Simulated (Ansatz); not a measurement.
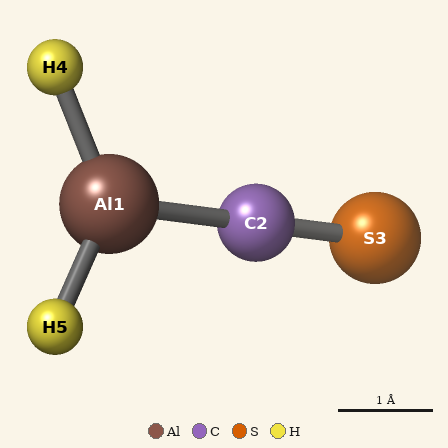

Numbered structure. The species is neutral and a spin doublet. The geometry was computed by an optimisation with PBE0-D4/def2-TZVP. No frequency run is at hand to confirm it as a minimum.

Give these bond angles: C2–Al1–H4, H4–Al1–H5, Al1–C2–S3.

| angle | degrees |
| --- | --- |
| C2–Al1–H4 | 116.4 |
| H4–Al1–H5 | 127.2 |
| Al1–C2–S3 | 180.0 |
